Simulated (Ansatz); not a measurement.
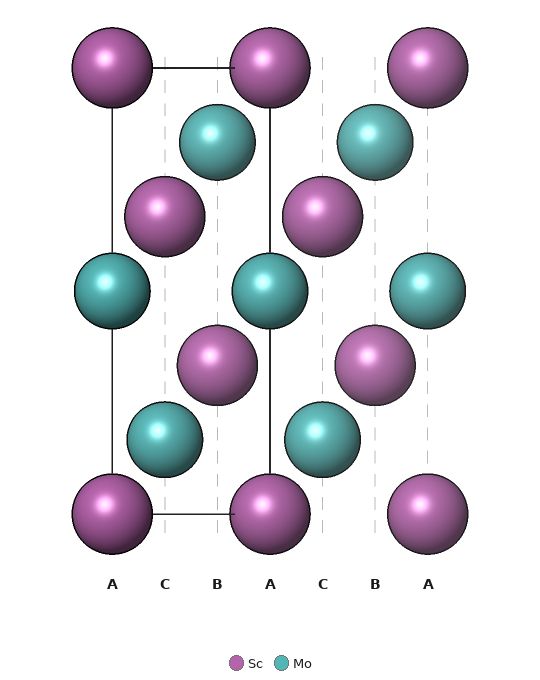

The picture looks along a close-packed row of the hexagonal mesh; [111] points upwards. The dashed lines mark the three columns A (0, 0), B (1/3, 2/3) and C (2/3, 1/3). The box is the hexagonal cell of the face-centred cubic lattice. The sequence starts with the first layer at or above the cell's origin.

ScMo. Coordinates: coordinates from a relaxation with Ansatz, DFT PBE, scalar-relativistic, plane waves, PAW; the starting structure was generated, so it need not be a known form of this composition.

Q: Give the sequence of layers in one repeat, with element and column.

A: Sc(A) – Mo(C) – Sc(B) – Mo(A) – Sc(C) – Mo(B) (six layers in 9.41 Å).

Heights of the layers:

| layer | atoms (column) | height (Å) | to next (Å) |
| --- | --- | --- | --- |
| 1 | Sc(A) | 0.00 | 1.57 |
| 2 | Mo(C) | 1.57 | 1.57 |
| 3 | Sc(B) | 3.14 | 1.57 |
| 4 | Mo(A) | 4.70 | 1.57 |
| 5 | Sc(C) | 6.27 | 1.57 |
| 6 | Mo(B) | 7.84 | 1.57 |
